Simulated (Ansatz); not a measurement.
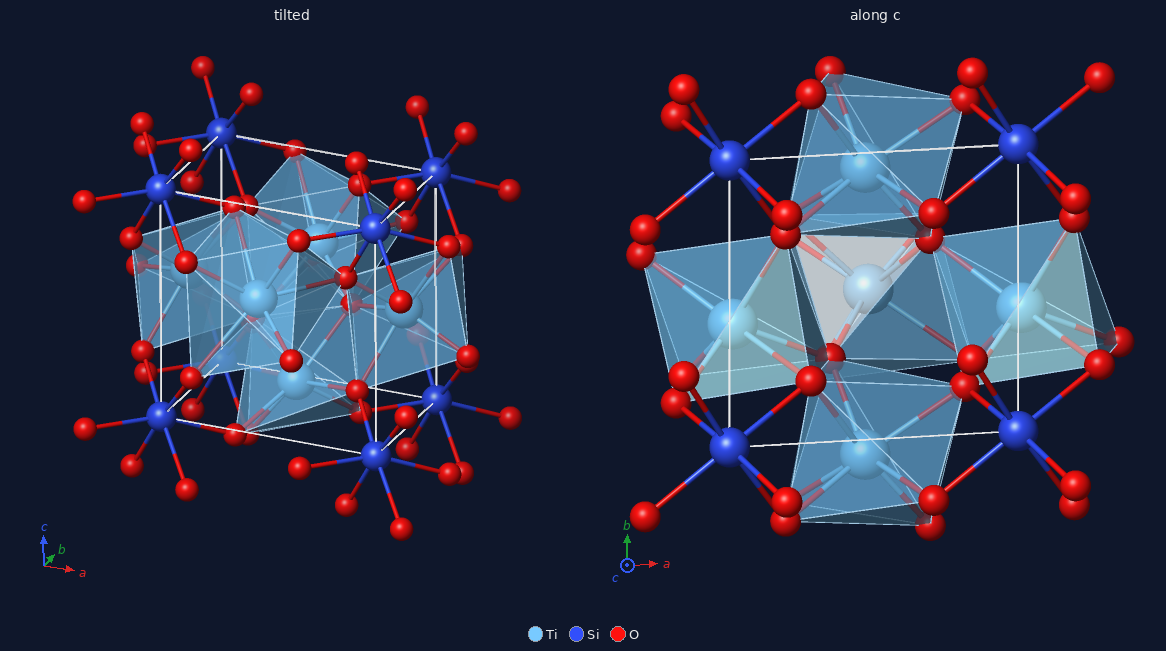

Structure drawing (polyhedral), viewed slightly off an axis and along the c axis. The frame is the unit cell; atoms at its boundary are shown with their periodic copies. Some neighbours outside the box are added.

Ti3SiO8, a = 4.741 Å, b = 4.670 Å, c = 5.067 Å, α = 90.75°, β = 97.12°, γ = 86.67°. It goes back to a structure type filled with these elements by a generator (whether the compound takes this form wasn't checked). Earlier steps of the study, as a rule a relaxation of our own, may have changed the cell and positions, so they can lie some per cent off the listed ones. Ansatz was used for an electronic-structure calculation on it.

This one geometry was computed with Ansatz (DFT, plane waves, PAW) at four levels of theory: r2SCAN, PBE, PBE0 and HSE06. It was relaxed beforehand with r2SCAN.

Which level gives the highest pressure at this volume, and what does that say about its equilibrium volume?

Answer. Highest: PBE (6.4 GPa), which points to the largest equilibrium volume. Lowest, with the smallest volume: PBE0 (-3.1 GPa) and HSE06 (-3.0 GPa). Levels within 0.5 GPa of each other can't be told apart.

How does the band gap change with the level of theory?

Answer. PBE: a gap of 2.44 eV, indirect; r2SCAN: a gap of 2.79 eV, indirect; HSE06: a gap of 3.96 eV, indirect; PBE0: a gap of 4.72 eV, indirect.

Collect the results in a table.

Answer.
| level | cutoff (eV) | k-mesh of the run's cell | gap (eV) | pressure (GPa) |
| --- | --- | --- | --- | --- |
| r2SCAN | 500 | 6×6×6 | 2.79 | 0.0 |
| PBE | 420 | 6×6×6 | 2.44 | 6.4 |
| PBE0 | 420 | 4×4×4 | 4.72 | -3.1 |
| HSE06 | 420 | 4×4×4 | 3.96 | -3.0 |

Gaps are taken on the k-mesh or band path of each run.
